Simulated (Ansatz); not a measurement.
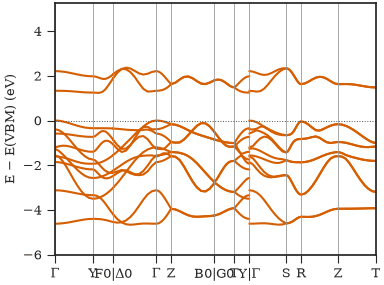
Figure: Band structure from r²SCAN (plane waves, PAW; program Ansatz)

Task: Read off the gap and where the band edges lie.

Result: About 1.2 eV (1.24 eV by a search for the band edges); maximum at Γ, minimum on the Y–F0 line, 26 % of the way from Y.

Task: Which of these materials gives this?
A. I, molecular I2 type
B. Br, molecular I2 type
C. Ta3N5, Cmcm (Pearson symbol oS32)

Result: A, I, molecular I2 type

Space group Cmce (molecular I2 type). The r²SCAN relaxation kept the symmetry of its start. A crystal of weakly bound units computed without a dispersion correction: the cell and the soft elastic constants depend strongly on that. Spin–orbit coupling is left out wherever it is not named.

Potentials: the earlier of the program's two PAW sets.
